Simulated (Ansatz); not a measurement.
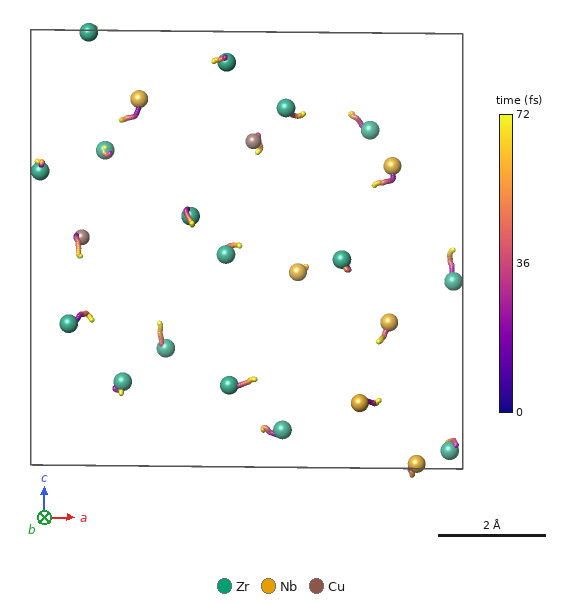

First-principles dynamics of an amorphous cell of composition Zr8Nb3Cu (24 atoms in the cell), 72 fs long. Dots mark each atom's position at evenly spaced times, coloured by time; spheres stand at the starting positions. Seen along the b axis in the simulation cell.

All numbers below come from DFT PBE, scalar-relativistic, plane waves, PAW in Ansatz 0.2.0. Settings: plane-wave cutoff 320 eV; k-point mesh 1 × 1 × 1; Fermi-Dirac smearing 0.278 eV; set temperature 3220 K; time step 3 fs.

Describe the motion.

Answer. In the second half of the run the atoms are, in the root-mean-square, this far from where they began (common drift taken out): Nb 0.36 Å, Cu 0.36 Å, Zr 0.31 Å. The run lasts only 72 fs, too short to tell vibration from diffusion. The mean temperature in the second half is 2630 K (standard deviation 192 K). The potential energy is still drifting at the end, so the run hasn't reached equilibrium. The potential energy in the second half lies on average 178 meV per atom above the first frame. The mean pressure there is 4.4 GPa.

Limits of the set-up: the k-point mesh is coarse for a cell with partly filled bands; the cutoff lies below the recommended one; the periodic images lie only 7.8 Å apart, so the values are limited by the cell's size.

The run took 2.2 min on 2 threads of Arm Neoverse V1, with other jobs on the host, peak memory 0.72 GiB.
